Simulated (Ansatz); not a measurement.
```yaml
atoms:
  - { symbol: Ge, position_ang: [-0.5376, -0.7520, -0.2593] }
  - { symbol: F, position_ang: [0.9881, -1.6069, -0.1116] }
  - { symbol: F, position_ang: [-1.5172, -2.1180, -0.7310] }
  - { symbol: F, position_ang: [-1.4092, -0.3484, 1.2097] }
  - { symbol: F, position_ang: [-0.8087, 0.2232, -1.6931] }
  - { symbol: H, position_ang: [1.6491, 0.6425, 0.4650] }
  - { symbol: N, position_ang: [0.6770, 0.9496, 0.3270] }
  - { symbol: H, position_ang: [0.3137, 1.3446, 1.2046] }
  - { symbol: H, position_ang: [0.6446, 1.6653, -0.4113] }
```

Level of theory: RKS PBE/def2-SVP (Ansatz).

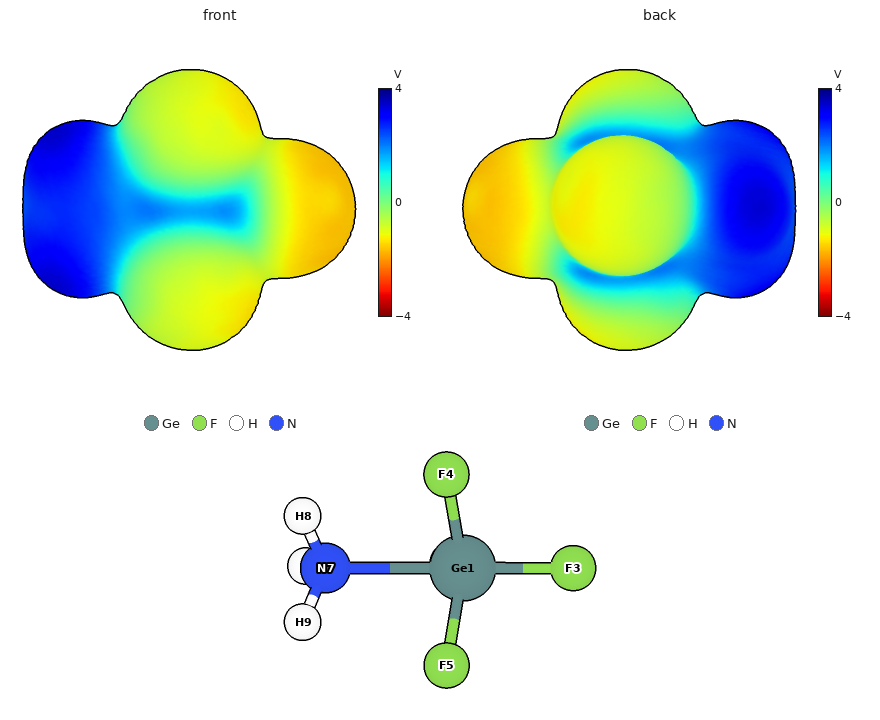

F₄GeH₃N. The molecular electrostatic potential painted on the density surface at 0.004 e/bohr³, seen from the front and from behind; red is negative and blue positive. The bare structure is drawn below in the same view.

Describe the electrostatic potential map.

Answer. The most negative region (about −1.6 V) lies over F3, the most positive (about +3.4 V) over H6, H8 and H9.
